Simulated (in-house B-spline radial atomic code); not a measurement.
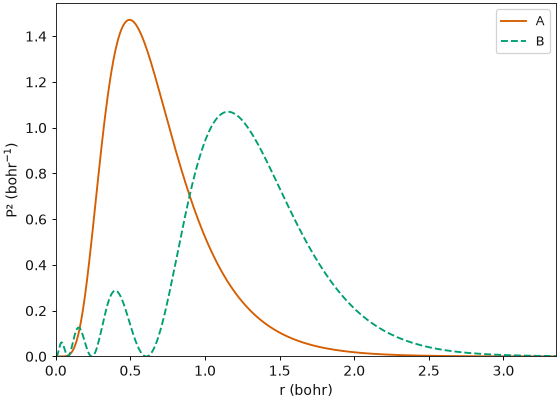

System: Tm⁵⁺ (Z = 69, 64 electrons), configuration [Kr] 4d10 4f11 5s2 5p5 (open shells shared over both j by 2j + 1). The calculation used an in-house B-spline radial code at this level: Dirac-Hartree-Fock, average of configuration, Fermi nucleus, basis-set limit.

The plot shows the radial probability densities P² (large components) of 4f7/2 and 5p1/2.

> Which curve belongs to which orbital?

A is 4f7/2; B is 5p1/2. 4f7/2: outer maximum at 0.494 bohr, ⟨r⟩ = 0.693 bohr, 0 nodes, eigenvalue −87.2 eV; 5p1/2: outer maximum at 1.15 bohr, ⟨r⟩ = 1.29 bohr, 3 nodes, eigenvalue −100.7 eV.
